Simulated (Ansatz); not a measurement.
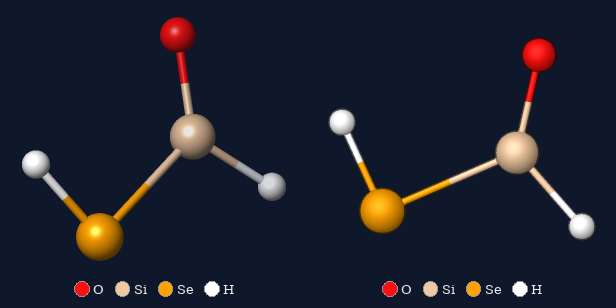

Both panels show the same species.

The computed structure is the end point of a PBE0-D4/def2-TZVP optimisation. No frequency run is at hand to confirm it as a minimum.

Give the formula.

Answer. H2OSeSi, 5 atoms: 2 hydrogen, 1 oxygen, 1 selenium and 1 silicon.

How many bonds of each kind are drawn?

Answer. 1 O–Si, 1 Se–H, 1 Se–Si, 1 Si–H. Sticks follow a distance rule.

What is the point group of this geometry?

Answer. Cs.

How many sets of symmetry-equivalent atoms are there?

Answer. 5: 1 O, 1 Si, 1 Se, 1 H, 1 H.

The parts below concern this one geometry. Atoms keep their numbers from picture to picture.

**Electronic properties**

No frequency run is at hand to confirm it as a minimum. Method: RKS PBE0-D4/def2-TZVPP (Ansatz 0.2.0).

Predict the main results.

- HOMO energy (Kohn–Sham orbital): −8.10 eV
- LUMO energy (Kohn–Sham orbital): −1.73 eV
- HOMO–LUMO gap: 6.38 eV

**Dipole moment**

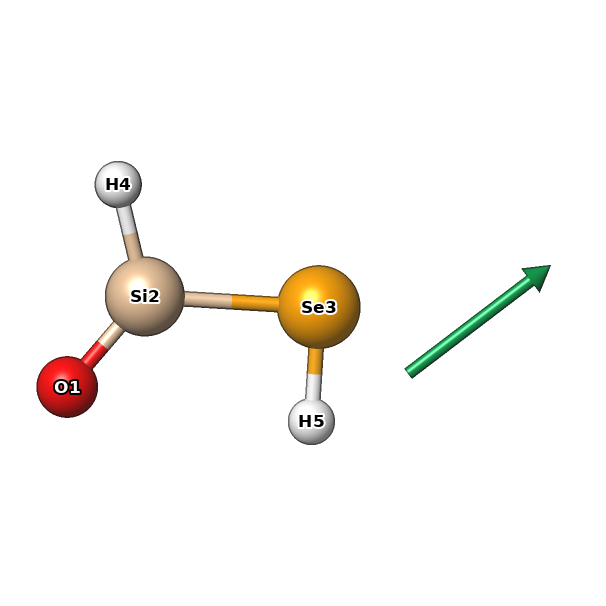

The arrow beside the molecule shows the direction of the dipole moment, from the negative to the positive end (its length means nothing). No frequency run is at hand to confirm it as a minimum. Properties computed with RKS PBE0-D4/def2-TZVP (Ansatz 0.2.0).

Estimate the dipole moment.

Answer. 3.34 D; it points from the side of O1 to the side of Se3 (the outermost atoms at the two ends).

**Charges**

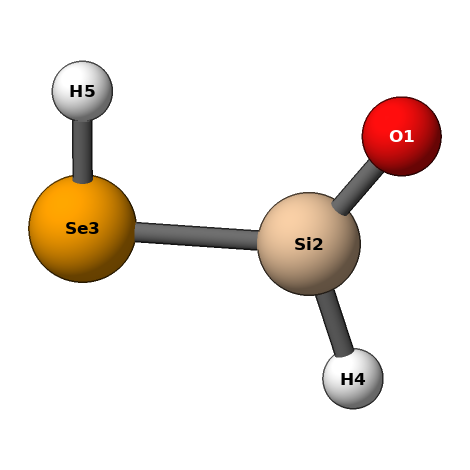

The questions are on Mulliken charges. No frequency run is at hand to confirm it as a minimum. Level of theory: RKS PBE0-D4/def2-TZVP (Ansatz 0.2.0).

Which atom carries the highest charge (most positive or least negative)?

Answer. Si2 (0.51 e).

And the lowest?

Answer. O1 (−0.49 e).

List the Mulliken charges.

```json
{"atom": "O1", "value (e)": "−0.49"}
{"atom": "Si2", "value (e)": "0.51"}
{"atom": "Se3", "value (e)": "−0.20"}
{"atom": "H4", "value (e)": "0.01"}
{"atom": "H5", "value (e)": "0.17"}
```

Mulliken values depend strongly on the basis set and can even reverse the polarity of a bond.
